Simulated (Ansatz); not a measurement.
FH4SbSi (SMILES [F][SbH][SiH3])

Input file:

```
crystal:
  periodic: [false, false, false]
  atoms:
    - { symbol: F, position_ang: [-0.4936, -2.1232, 1.1451] }
    - { symbol: Sb, position_ang: [-1.5043, -0.7731, -0.0327] }
    - { symbol: Si, position_ang: [0.3979, 0.8456, 0.0629] }
    - { symbol: H, position_ang: [-0.7855, -1.4984, -1.4992] }
    - { symbol: H, position_ang: [1.69, 0.1087, -0.1665] }
    - { symbol: H, position_ang: [0.4629, 1.4963, 1.4006] }
    - { symbol: H, position_ang: [0.2939, 1.8763, -0.9559] }
basis:
  gaussian: { orbitals: def2-SVP }
hamiltonian:
  xc: pbe0
  dispersion: d4
relax:
  f_tol: 0.015
  max_steps: 40
output:
  orbitals: {}
```

Launched as:

```sh
ansatz run input.yaml --threads 1 --pin off --max-ram 2048MiB --backend cpu --events-out ev --progress --plain --runs-dir out
```

The fields are those of the relaxed geometry.

Core potentials replace the inner electrons of Sb.

All numbers below come from RKS PBE0-D4/def2-SVP in Ansatz.

What will maps of the electron density and electron localisation function show?

Answer. Sb–F (1.95 Å): the density is about 0.71 e/Å³ at the midpoint; the ELF peaks at about 0.80 in the valence shell of F, 0.5 Å from its nucleus, and drops to about 0.15 between the two atoms.
Si–Sb (2.59 Å): ρ is about 0.52 e/Å³ halfway; the ELF peaks at about 0.95 between the atoms: a shared electron pair.

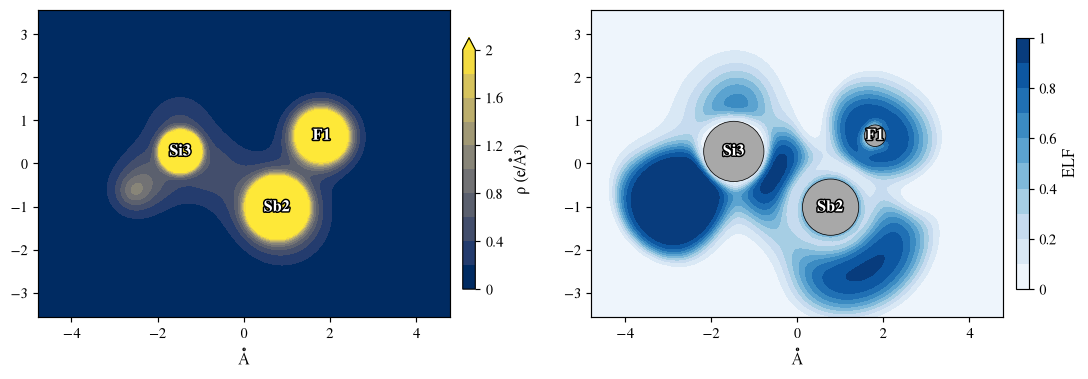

Computed electron density and electron localisation function on the plane of atoms F1, Sb2 and Si3, in this order. Grey discs cover the atomic cores in the ELF map. 
